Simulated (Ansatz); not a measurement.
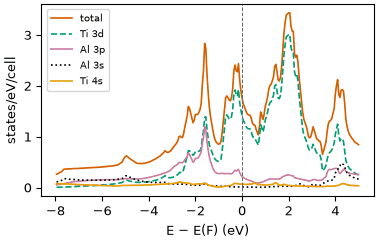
Figure: Total and projected density of states of TiAl (L1₀ or tetragonal B2, P4/mmm), the program Ansatz at the PBEsol level (PAW)

Problem. Which orbitals carry the states next to the Fermi level?

Solution. Within 0.5 eV of the Fermi level: Ti 3d 80 %, Al 3p 13 %. Projections are on Löwdin-orthogonalised atomic valence shells; empty p or d shells of many metals are not among them.

Problem. Where is the tallest occupied peak in this window, and what makes it?

Solution. Near -1.6 eV, about 2.8 states/eV per cell; the largest projected share is Ti 3d.

Symmetry was held in the PBEsol relaxation. No spin polarisation was allowed.

Potentials: the later of the program's two PAW sets.
